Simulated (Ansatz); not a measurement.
# Fe wire along [100], 16 atoms a period: bands along the axis

Wanted: the relaxed geometry and the bands of the Fe wire along [100], 16 atoms a period.

Method: DFT PBE, plane waves, PAW; relaxation of a wire's period; PAW set soft_1, in the first sound run; inputs show where later runs differ, in Ansatz 0.2.0.

## 1. Starting point

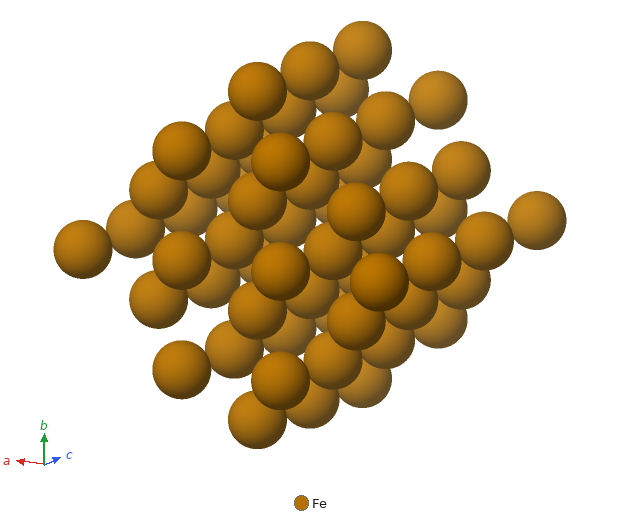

Start, viewed at a slant to the c axis; iron orange. 1×1×3 cells are drawn. Some periodic images of atoms are drawn too.

The cell holds 16 atoms: 16 Fe. Its edges and angles: a = 15.290 Å, b = 15.290 Å, c = 2.830 Å, α = 90.0°, β = 90.0°, γ = 90.0°. Vacuum lies along a and b. The structure's axis is c.

## 2. Relaxation of atoms and period

Band widths follow the bond lengths, so the wire is relaxed first. The atoms and the third cell vector are free; the box across stays fixed as vacuum. Moments are seeded so that a magnetic state can form if it lies lower. A Fermi-Dirac smearing is set since the result may be a metal. The pressure printed is a third of the stress's trace over the whole box, vacuum included; only the stress along the axis is relaxed.

input.yaml

```yaml
crystal:
  lattice:
    - [15.29, 0.0, 0.0]
    - [0.0, 15.29, 0.0]
    - [0.0, 0.0, 2.83]
  atoms:
    - { symbol: Fe, position: [0.22236756, 0.5, 0.0], spin: 2.4 }
    - { symbol: Fe, position: [0.407455853, 0.314911707, 0.0], spin: 2.4 }
    - { symbol: Fe, position: [0.407455853, 0.5, 0.0], spin: 2.4 }
    - { symbol: Fe, position: [0.407455853, 0.685088293, 0.0], spin: 2.4 }
    - { symbol: Fe, position: [0.592544147, 0.314911707, 0.0], spin: 2.4 }
    - { symbol: Fe, position: [0.592544147, 0.5, 0.0], spin: 2.4 }
    - { symbol: Fe, position: [0.592544147, 0.685088293, 0.0], spin: 2.4 }
    - { symbol: Fe, position: [0.77763244, 0.5, 0.0], spin: 2.4 }
    - { symbol: Fe, position: [0.314911707, 0.407455853, 0.5], spin: 2.4 }
    - { symbol: Fe, position: [0.314911707, 0.592544147, 0.5], spin: 2.4 }
    - { symbol: Fe, position: [0.5, 0.22236756, 0.5], spin: 2.4 }
    - { symbol: Fe, position: [0.5, 0.407455853, 0.5], spin: 2.4 }
    - { symbol: Fe, position: [0.5, 0.592544147, 0.5], spin: 2.4 }
    - { symbol: Fe, position: [0.5, 0.77763244, 0.5], spin: 2.4 }
    - { symbol: Fe, position: [0.685088293, 0.407455853, 0.5], spin: 2.4 }
    - { symbol: Fe, position: [0.685088293, 0.592544147, 0.5], spin: 2.4 }
magnetization:
  spin_polarized: true
kpoints:
  mp_grid: { grid: [1, 1, 29] }
scf:
  occupations: { method: fermi_dirac, width: 0.05 }
hamiltonian:
  xc: pbe
  pseudopotentials: { kind: paw, azcp: { folder: soft_1 } }
relax:
  cell: { fix: [a, b, alpha, beta, gamma] }
  max_steps: 45
  f_tol: 0.03
```

The run is started by

```
$ ansatz run input.yaml --threads 4 --pin off --max-ram 16384MiB --backend cpu --events-out ev --progress --plain --runs-dir out
```

Numbers of over 12 decimals in the logs are rounded to 6 here.

Log:

```text
Engine: ansatz 0.2.0, x86_64-unknown-linux-gnu
Pseudopotentials: kind: paw
Pseudopotential: Fe, paw, valence charge 16, recommended cutoff 420 eV (normal), soft_1/Fe.paw.azcp
Functional definition: PBE
  parameter kappa = 0.804
  parameter beta = 0.066725
  exchange = pbe_x(kappa = kappa, mu = beta*pi^2/3)
  correlation = pbe_c(beta = beta)
Crystal: 16 atoms, lattice volume = 661.609 Å³
Basis set: ecut = 420 eV, 12941 PW (Γ), exchange–correlation on 216×216×40 points (8 copies of the dense FFT grid, shifted against one another)
Bands: 177, of which v1, the nominal top of the filled ones, is band 128 counted from 1 (127 counted from 0)
Symmetry: 16 space group operations
Space group: P42/mmc (ITA 131), of the structure as read, at distance tolerance 8.7e-5 Å
Magnetic group: BNS 131.435 (UNI 1095), of the structure as read, at distance tolerance 8.7e-5 Å
k-points: 15 of 29
Non-local potential: Fe, projectors of the file, l = 0: 3, l = 1: 2, l = 2: 3, l = 3: 1
PAW form: soft (Blöchl's): semilocal exchange-correlation on the pseudo side does not see the compensation charge
PAW one-centre angular grid: Fe, 590 points (default); XC on 64 Gauss nodes
Initial density: superposition of atomic densities (neutral atoms: chi_scale 0, normalization atom)
Starting moments: Σ|m| = 38.4 μB on 16 of 16 sites
Initial wavefunctions: pseudopotential atomic-orbital guess
Functional: x = pbe(κ = 0.804, μ = 0.219515), c = pbe(β = 0.066725)
SCF iter   1: F=—  HF=-71669.806076 eV  |F-HF|=—  |Δ(HF+E_count)|=         —  Δρ=3.82e-2 (↑1.63e-2 ↓3.82e-2)  dr2=4.79e1  dr2_m=3.06e0  M=39.160 μB ∫|m|=39.510 μB  β_m=0.30  ethr=3.10e-3  ⟨swp⟩=8.3  Hψ=25244  notcnv=0  defer=262
Mixer restart at iter 1: flushing history
preconditioner: auto → LDOS  [metal: Δε(μ)=0.010 eV  Ē_g=5.788 eV  σ=0.050 eV  W_gap=0.05  n_scr=118 (ndim 8)  ℏωp=16.3 eV  f_vac=0.599  D(μ)=20.46/eV (n_scr^D=118)]
spin=Collinear: LDOS preconditioning applied to the charge; magnetization (m = ρ↑ − ρ↓) channel mixes plain (no charge-response kernel on spin).
SCF iter   2: F=—  HF=-71664.720219 eV  |F-HF|=—  |Δ(HF+E_count)|=    5.09e0  Δρ=2.34e-2 (↑2.34e-2 ↓2.17e-2)  dr2=8.75e0  dr2_m=2.57e0  M=40.203 μB ∫|m|=40.772 μB  β_m=0.38  ethr=3.10e-3  ⟨swp⟩=3.1  Hψ=9666  notcnv=0  defer=639
SCF iter   3: F=—  HF=-71671.074067 eV  |F-HF|=—  |Δ(HF+E_count)|=    6.35e0  Δρ=1.39e-2 (↑1.04e-2 ↓1.39e-2)  dr2=4.41e-1  dr2_m=8.33e-1  M=40.552 μB ∫|m|=41.422 μB  β_m=0.46  ethr=3.10e-3  ⟨swp⟩=2.8  Hψ=8860  notcnv=0  defer=638
SCF iter   4: F=—  HF=-71673.719060 eV  |F-HF|=—  |Δ(HF+E_count)|=    2.64e0  Δρ=8.50e-3 (↑8.50e-3 ↓6.43e-3)  dr2=1.29e-1  dr2_m=3.19e-1  M=41.205 μB ∫|m|=42.390 μB  β_m=0.73  ethr=1.72e-4  ⟨swp⟩=3.6  Hψ=10204  notcnv=0  defer=638
SCF iter   5: F=—  HF=-71674.689179 eV  |F-HF|=—  |Δ(HF+E_count)|=         —  Δρ=7.00e-3 (↑7.00e-3 ↓5.33e-3)  dr2=2.05e-1  dr2_m=2.04e-1  M=42.883 μB ∫|m|=44.432 μB  β_m=0.73  ethr=5.05e-5  ⟨swp⟩=3.1  Hψ=11139  notcnv=0  defer=633
SCF iter   6: F=—  HF=-71674.603918 eV  |F-HF|=—  |Δ(HF+E_count)|=   8.53e-2  Δρ=1.84e-3 (↑1.84e-3 ↓1.70e-3)  dr2=2.80e-2  dr2_m=1.23e-2  M=42.971 μB ∫|m|=44.648 μB  β_m=0.77  ethr=5.05e-5  ⟨swp⟩=2.1  Hψ=8361  notcnv=0  defer=625
SCF iter   7: F=—  HF=-71674.662636 eV  |F-HF|=—  |Δ(HF+E_count)|=   5.87e-2  Δρ=1.71e-3 (↑1.71e-3 ↓9.08e-4)  dr2=1.14e-2  dr2_m=8.33e-3  M=43.037 μB ∫|m|=44.650 μB  β_m=0.68  ethr=1.09e-5  ⟨swp⟩=2.2  Hψ=9929  notcnv=0  defer=625
SCF iter   8: F=—  HF=-71674.657756 eV  |F-HF|=—  |Δ(HF+E_count)|=   4.88e-3  Δρ=6.67e-4 (↑1.91e-4 ↓6.67e-4)  dr2=2.75e-3  dr2_m=7.74e-4  M=43.062 μB ∫|m|=44.688 μB  β_m=0.68  ethr=4.45e-6  ⟨swp⟩=3.0  Hψ=10943  notcnv=0  defer=626
SCF iter   9: F=—  HF=-71674.658008 eV  |F-HF|=—  |Δ(HF+E_count)|=   2.51e-4  Δρ=1.27e-4 (↑1.27e-4 ↓1.04e-4)  dr2=3.14e-4  dr2_m=4.57e-5  M=43.101 μB ∫|m|=44.734 μB  β_m=0.76  ethr=1.07e-6  ⟨swp⟩=2.0  Hψ=7008  notcnv=0  defer=626
SCF iter  10: F=—  HF=-71674.658144 eV  |F-HF|=—  |Δ(HF+E_count)|=   1.37e-4  Δρ=4.53e-5 (↑4.43e-5 ↓4.53e-5)  dr2=3.27e-5  dr2_m=6.24e-6  M=43.106 μB ∫|m|=44.736 μB  β_m=0.77  ethr=1.23e-7  ⟨swp⟩=2.0  Hψ=7262  notcnv=0  defer=626
SCF iter  11: F=—  HF=-71674.658132 eV  |F-HF|=—  |Δ(HF+E_count)|=   1.20e-5  Δρ=2.26e-5 (↑2.26e-5 ↓1.84e-5)  dr2=1.18e-5  dr2_m=6.85e-7  M=43.106 μB ∫|m|=44.735 μB  β_m=0.70  ethr=1.28e-8  ⟨swp⟩=2.8  Hψ=8853  notcnv=0  defer=626
SCF iter  12: F=—  HF=-71674.658131 eV  |F-HF|=—  |Δ(HF+E_count)|=   7.78e-7  Δρ=1.30e-5 (↑1.30e-5 ↓8.37e-6)  dr2=1.50e-6  dr2_m=3.37e-7  M=43.107 μB ∫|m|=44.737 μB  β_m=0.66  ethr=4.62e-9  ⟨swp⟩=2.0  Hψ=7217  notcnv=0  defer=626
SCF iter  13: F=—  HF=-71674.658131 eV  |F-HF|=—  |Δ(HF+E_count)|=   2.61e-7  Δρ=2.51e-6 (↑2.51e-6 ↓2.04e-6)  dr2=8.17e-8  dr2_m=1.88e-8  M=43.107 μB ∫|m|=44.736 μB  β_m=0.71  ethr=5.86e-10  ⟨swp⟩=2.1  Hψ=7684  notcnv=0  defer=626
SCF iter  14: F=—  HF=-71674.658131 eV  |F-HF|=—  |Δ(HF+E_count)|=   6.65e-8  Δρ=2.48e-6 (↑2.48e-6 ↓1.46e-6)  dr2=1.16e-7  dr2_m=3.22e-9  M=43.107 μB ∫|m|=44.736 μB  β_m=0.86  ethr=3.19e-11  ⟨swp⟩=3.7  Hψ=11098  notcnv=0  defer=626
SCF iter  15: F=-71674.658131 eV  HF=-71674.658131 eV  |F-HF|=3.06e-8  |Δ(HF+E_count)|=   9.79e-9  Δρ=1.18e-6 (↑1.18e-6 ↓1.11e-6)  dr2=3.05e-8  dr2_m=9.34e-10  M=43.107 μB ∫|m|=44.736 μB  ethr=3.19e-11  ⟨swp⟩=1.9  Hψ=16120  notcnv=0
SCF 1 converged in 15 iterations: F = -71674.658131 eV  dr2 = 3.05e-8
  greatest PAW one-centre occupation: 1.001 electrons in one spin orbital (limit 2), on the Fe atom at site 7 (counted from 0), in its partial waves of l = 1
relax step   1: F+E_penalty+E_count = -71674.65813126 eV  Δ(F+E_penalty+E_count) = +0.000e0 eV  max|allowed force component| = 5.702e-1 eV/Å  Δτ_max = 0.0000 Å  P = -1.105 GPa  Ω = 661.609 Å³  fix = [a, b, alpha, beta, gamma]  reactions: a -0.619, b -0.619 GPa  (15 SCF iters, dr2 threshold 1.00e-7 eV, accepted)
Crystal: 16 atoms, lattice volume = 648.786 Å³
Basis set: ecut = 420 eV, 12709 PW (Γ), exchange–correlation on 216×216×40 points (8 copies of the dense FFT grid, shifted against one another)
Initial density: handed on by an earlier stage of this run
Starting moments: Σ|m| = 38.4 μB on 16 of 16 sites; this step starts from the density that it was given
Initial wavefunctions: those handed on with the density
iter 1 solved again at ethr=3.77e-5 eV; its pass at ethr=3.10e-3 eV (dr2=9.66e-2 eV) is discarded
SCF iter   1: F=—  HF=-71674.844675 eV  |F-HF|=—  |Δ(HF+E_count)|=         —  Δρ=3.18e-3 (↑3.18e-3 ↓2.48e-3)  dr2=9.81e-2  dr2_m=3.54e-2  M=42.569 μB ∫|m|=44.143 μB  β_m=0.30  ethr=3.77e-5  ⟨swp⟩=4.1  Hψ=25517  notcnv=0
[...]
SCF iter   1: F=—  HF=-71674.894541 eV  |F-HF|=—  |Δ(HF+E_count)|=         —  Δρ=8.85e-5 (↑8.85e-5 ↓8.25e-5)  dr2=1.61e-4  dr2_m=1.22e-6  M=42.685 μB ∫|m|=44.232 μB  β_m=0.65  ethr=1.46e-6  ⟨swp⟩=4.2  Hψ=38012  notcnv=0
preconditioner: auto → LDOS  [metal: Δε(μ)=0.008 eV  Ē_g=5.498 eV  σ=0.050 eV  W_gap=0.04  n_scr=44 (ndim 8)  ℏωp=16.7 eV  f_vac=0.615  D(μ)=16.89/eV (n_scr^D=88)]
spin=Collinear: LDOS preconditioning applied to the charge; magnetization (m = ρ↑ − ρ↓) channel mixes plain (no charge-response kernel on spin).
SCF iter   2: F=—  HF=-71674.894873 eV  |F-HF|=—  |Δ(HF+E_count)|=   3.32e-4  Δρ=2.99e-5 (↑2.99e-5 ↓2.99e-5)  dr2=5.88e-5  dr2_m=3.19e-7  M=42.685 μB ∫|m|=44.233 μB  β_m=0.59  ethr=6.30e-8  ⟨swp⟩=2.0  Hψ=7975  notcnv=0
SCF iter   3: F=—  HF=-71674.894885 eV  |F-HF|=—  |Δ(HF+E_count)|=   1.25e-5  Δρ=2.35e-5 (↑2.35e-5 ↓1.17e-5)  dr2=5.24e-6  dr2_m=5.21e-7  M=42.684 μB ∫|m|=44.231 μB  β_m=0.54  ethr=2.29e-8  ⟨swp⟩=2.3  Hψ=7283  notcnv=0
SCF iter   4: F=—  HF=-71674.894888 eV  |F-HF|=—  |Δ(HF+E_count)|=   2.64e-6  Δρ=1.07e-5 (↑1.07e-5 ↓7.32e-6)  dr2=3.31e-6  dr2_m=1.02e-7  M=42.685 μB ∫|m|=44.232 μB  β_m=0.50  ethr=2.05e-9  ⟨swp⟩=2.2  Hψ=8153  notcnv=0
SCF iter   5: F=—  HF=-71674.894890 eV  |F-HF|=—  |Δ(HF+E_count)|=   2.40e-6  Δρ=4.61e-6 (↑4.61e-6 ↓2.95e-6)  dr2=2.97e-7  dr2_m=3.87e-8  M=42.684 μB ∫|m|=44.231 μB  β_m=0.54  ethr=1.29e-9  ⟨swp⟩=2.1  Hψ=7271  notcnv=0
SCF iter   6: F=—  HF=-71674.894891 eV  |F-HF|=—  |Δ(HF+E_count)|=   6.85e-7  Δρ=1.94e-6 (↑1.94e-6 ↓1.59e-6)  dr2=3.17e-8  dr2_m=1.16e-8  M=42.684 μB ∫|m|=44.231 μB  β_m=0.69  ethr=1.16e-10  ⟨swp⟩=2.6  Hψ=8333  notcnv=0
SCF iter   7: F=—  HF=-71674.894891 eV  |F-HF|=—  |Δ(HF+E_count)|=   3.57e-8  Δρ=7.82e-7 (↑7.82e-7 ↓6.58e-7)  dr2=6.62e-9  dr2_m=1.64e-9  M=42.684 μB ∫|m|=44.231 μB  β_m=0.67  ethr=1.24e-11  ⟨swp⟩=2.5  Hψ=9078  notcnv=0
SCF iter   8: F=—  HF=-71674.894891 eV  |F-HF|=—  |Δ(HF+E_count)|=   1.87e-7  Δρ=5.31e-7 (↑5.31e-7 ↓2.57e-7)  dr2=2.67e-9  dr2_m=4.76e-10  M=42.684 μB ∫|m|=44.231 μB  β_m=0.70  ethr=2.59e-12  ⟨swp⟩=2.9  Hψ=8101  notcnv=0
SCF iter   9: F=—  HF=-71674.894891 eV  |F-HF|=—  |Δ(HF+E_count)|=  1.02e-10  Δρ=1.36e-7 (↑1.36e-7 ↓1.36e-7)  dr2=3.17e-10  dr2_m=5.73e-11  M=42.684 μB ∫|m|=44.231 μB  β_m=0.67  ethr=1.04e-12  ⟨swp⟩=2.0  Hψ=7335  notcnv=0
SCF iter  10: F=—  HF=-71674.894891 eV  |F-HF|=—  |Δ(HF+E_count)|=    0.00e0  Δρ=9.45e-8 (↑9.45e-8 ↓3.99e-8)  dr2=1.17e-10  dr2_m=1.42e-11  M=42.684 μB ∫|m|=44.231 μB  β_m=0.60  ethr=1.00e-12  ⟨swp⟩=2.3  Hψ=6827  notcnv=0
SCF iter  11: F=—  HF=-71674.894891 eV  |F-HF|=—  |Δ(HF+E_count)|=  1.46e-10  Δρ=5.86e-8 (↑5.86e-8 ↓2.04e-8)  dr2=1.81e-11  dr2_m=6.64e-12  M=42.684 μB ∫|m|=44.231 μB  β_m=0.59  ethr=1.00e-12  ⟨swp⟩=1.0  Hψ=5311  notcnv=0
SCF iter  12: F=-71674.894891 eV  HF=-71674.894891 eV  |F-HF|=2.91e-11  |Δ(HF+E_count)|=  1.75e-10  Δρ=5.82e-8 (↑1.23e-8 ↓5.82e-8)  dr2=4.94e-11  dr2_m=5.15e-12  M=42.684 μB ∫|m|=44.231 μB  ethr=1.00e-12  ⟨swp⟩=2.7  Hψ=13841  notcnv=0
SCF 5 converged in 12 iterations: F = -71674.894891 eV  dr2 = 4.94e-11
relax step   5: F+E_penalty+E_count = -71674.89489121 eV  Δ(F+E_penalty+E_count) = +1.086e-2 eV  max|allowed force component| = 1.701e-2 eV/Å  Δτ_max = 0.0000 Å  P = +0.012 GPa  Ω = 634.481 Å³  fix = [a, b, alpha, beta, gamma]  reactions: a +0.033, b +0.033 GPa  stress off target by 3.02e-2 GPa on what of the cell is left free  SCF on the basis re-selected at this cell (its energy is not comparable with the rows above)  (12 SCF iters)
basis re-selected at this cell: Δ(F+E_penalty+E_count) = +1.086e-2 eV, ΔP = +0.007 GPa vs the last step (what re-selecting the basis moved, of the pressure what is left beyond the Pulay correction that the steps carried, after the strain that the cell walked since its last selection, with what the two solves' SCF thresholds leave and, on support functions, any second-order correction that the steps lacked; it is no m [...]
SCF converged after 12 iterations
Magnetization: 42.6840 μB (149.3420 up, 106.6580 down)
Absolute magnetization: 44.2337 μB (∫|ρ↑−ρ↓|, with the PAW one-centre terms)
Spin contamination: 0.7512 ħ² per cell (⟨S²⟩ above its minimum at these occupations)
Per-site moments (μB) at R_I (Å): [(2.777921, 0.990515), (2.581411, 0.990515), (2.490204, 1.008207), (2.581411, 0.990515), (2.581411, 0.990515), (2.490204, 1.008207), (2.581411, 0.990515), (2.777921, 0.990515), (2.581411, 0.990515), (2.581411, 0.990515), (2.777921, 0.990515), (2.490204, 1.008207), (2.490204, 1.008207), (2.777921, 0.990515), (2.581411, 0.990515), (2.581411, 0.990515)]
Free energy (F): -71674.894891 eV
Harris-Foulkes:  -71674.894891 eV  (|F-HF|=2.91e-11)
Internal energy: -71674.756509 eV  (E = F + TS)
E sigma→0 (E₀):  -71674.825700 eV
Entropy (-TS):   -0.138382 eV (-8.649 meV/atom)
Fermi energy:    2.302942 eV
--- Per-component energies (eV) ---
  E_band       = -7513.298864
  E_kinetic    = 5270.816755
  E_local      = -239236.634114  (includes V_loc(G=0)·N_el)
  E_nonlocal   = 4679.603167
  E_hartree    = 114638.346513
  E_xc         = -1748.881384
  E_vxc        = -2244.559907  (∫ρ·V_xc dr)
  E_paw        = -22144.116069  (= ΣΔE_a)
  E_vpaw       = -5259.202674  (= ΣTr[D̂ρ^β])
  E_aug_tail   = -0.016064  (compensation charges beyond the density's cutoff)
  E_ewald      = 66866.124686
  E_smearing   = -0.138382  (= −TS)
  E_closure    = 0.000000  (closes the sum)
  Σ components = -71674.894891   (vs F -71674.894891, Δ=0.00e0)
--- Forces (eV/Å), atoms counted from 1 ---
  atom   1  Fe    -0.01700605    -0.00000000    -0.00000000
  atom   2  Fe    -0.00532414     0.00503673    -0.00000000
  atom   3  Fe     0.01477176     0.00000000     0.00000000
  atom   4  Fe    -0.00532414    -0.00503673    -0.00000000
  atom   5  Fe     0.00532414     0.00503673     0.00000000
  atom   6  Fe    -0.01477176    -0.00000000    -0.00000000
  atom   7  Fe     0.00532414    -0.00503673     0.00000000
  atom   8  Fe     0.01700605     0.00000000     0.00000000
  atom   9  Fe     0.00503673    -0.00532414     0.00000000
  atom  10  Fe     0.00503673     0.00532414     0.00000000
  atom  11  Fe    -0.00000000    -0.01700605    -0.00000000
  atom  12  Fe     0.00000000     0.01477176     0.00000000
  atom  13  Fe    -0.00000000    -0.01477176    -0.00000000
  atom  14  Fe     0.00000000     0.01700605     0.00000000
  atom  15  Fe    -0.00503673    -0.00532414    -0.00000000
  atom  16  Fe    -0.00503673     0.00532414    -0.00000000
  max |Σ_I F_I| component: 6.94e-18 eV/Å
--- Stress (GPa, compression-positive) ---
        0.033331       0.000000      -0.000000
        0.000000       0.033331       0.000000
       -0.000000       0.000000      -0.030206
  P = ⅓ Tr σ = 0.0122 GPa (0.122 kbar)
--- Relaxed structure (4 steps of the walk, 4 accepted, 1 SCFs on fresh bases) ---
  F+E_penalty+E_count = -71674.89489121 eV   max|allowed force component| = 1.701e-2 eV/Å   (the final SCF, on the basis selected at the relaxed cell)
  cell:  # Å, volume = 634.4807 Å³
    - [15.29, 0, 0]
    - [0, 15.29, 0]
    - [0, 0, 2.713960]
  atoms:
    - { symbol: Fe, position: [0.221775, 0.500000, 0] }
    - { symbol: Fe, position: [0.406051, 0.310999, 0] }
    - { symbol: Fe, position: [0.405073, 0.500000, 0] }
    - { symbol: Fe, position: [0.406051, 0.689001, 0] }
    - { symbol: Fe, position: [0.593949, 0.310999, 0] }
    - { symbol: Fe, position: [0.594927, 0.500000, 0] }
    - { symbol: Fe, position: [0.593949, 0.689001, 0] }
    - { symbol: Fe, position: [0.778225, 0.500000, 0] }
    - { symbol: Fe, position: [0.310999, 0.406051, 0.5] }
    - { symbol: Fe, position: [0.310999, 0.593949, 0.5] }
    - { symbol: Fe, position: [0.500000, 0.221775, 0.5] }
    - { symbol: Fe, position: [0.500000, 0.405073, 0.5] }
    - { symbol: Fe, position: [0.500000, 0.594927, 0.5] }
    - { symbol: Fe, position: [0.500000, 0.778225, 0.5] }
    - { symbol: Fe, position: [0.689001, 0.406051, 0.5] }
    - { symbol: Fe, position: [0.689001, 0.593949, 0.5] }
```

The job ended after 5.3 min (4 threads of Intel Xeon Platinum 8488C (Sapphire Rapids), shared host; peak memory 4 GiB; 21 min of CPU time).

Relaxation path:

```csv
step,energy less that of the first step (eV),largest force component (eV/Å),pressure (GPa),volume (Å³)
1,0.0000,0.5703,-1.11,661.61
2,-0.1818,0.2462,-0.47,648.79
3,-0.2461,0.0663,0.19,633.26
4,-0.2476,0.0162,0.01,634.48
5*,-0.2368,0.0170,0.01,634.48
```

Relaxation steps marked * repeat the geometry before them on a plane-wave basis chosen anew for their cell, so energy and pressure can jump there.

Forces are held to the 16 operations that the run works with; a distortion that breaks them can't arise in this run.

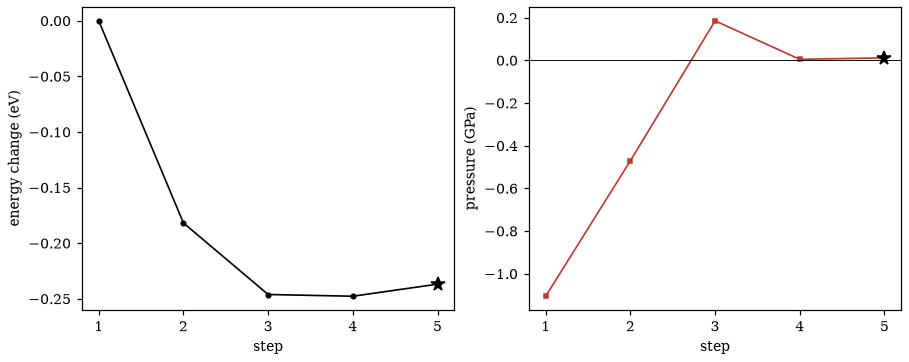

Energy and pressure along the relaxation. Stars mark steps on a basis chosen anew.

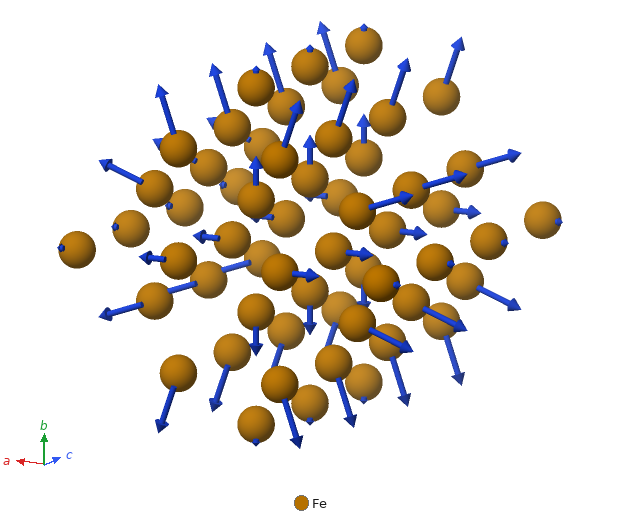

Displacements in the relaxation, exaggerated, measured against the changing cell; the longest in the cell stands for 0.06 Å. 1×1×3 cells are drawn. Some periodic images of atoms are drawn too.

| cell as run | before | after | change |
| --- | --- | --- | --- |
| c (Å) | 2.830 | 2.714 | -4.1 % |

The atoms that moved most (Å, along periodic axes as changes of fractional coordinates times the final cell, across vacuum about the mean position):

| atom | dx | dy | dz | length |
| --- | --- | --- | --- | --- |
| Fe16 | 0.060 | 0.021 | 0.000 | 0.064 |
| Fe7 | 0.021 | 0.060 | 0.000 | 0.064 |
| Fe15 | 0.060 | -0.021 | 0.000 | 0.064 |
| Fe10 | -0.060 | 0.021 | 0.000 | 0.064 |
| Fe4 | -0.021 | 0.060 | 0.000 | 0.064 |
| Fe5 | 0.021 | -0.060 | 0.000 | 0.064 |
| Fe2 | -0.021 | -0.060 | 0.000 | 0.064 |
| Fe9 | -0.060 | -0.021 | 0.000 | 0.064 |

Numbers from this step:

```
energy at zero smearing    : -71674.8257 eV
total moment               : 42.68 μB
absolute moment            : 44.23 μB
cell length along the wire : 2.714 Å
```

(Part 1 of 2 ends here.)

[Logs are printed without paths, hosts, clocks, repeated set-up lines and the standing remarks that a program may print on its own settings, such as how far it seeks lower states.]

[Hosts, paths, dates, database ids (printed as entryN), source tags and the programs' standing remarks are cut or masked in the printed files.]
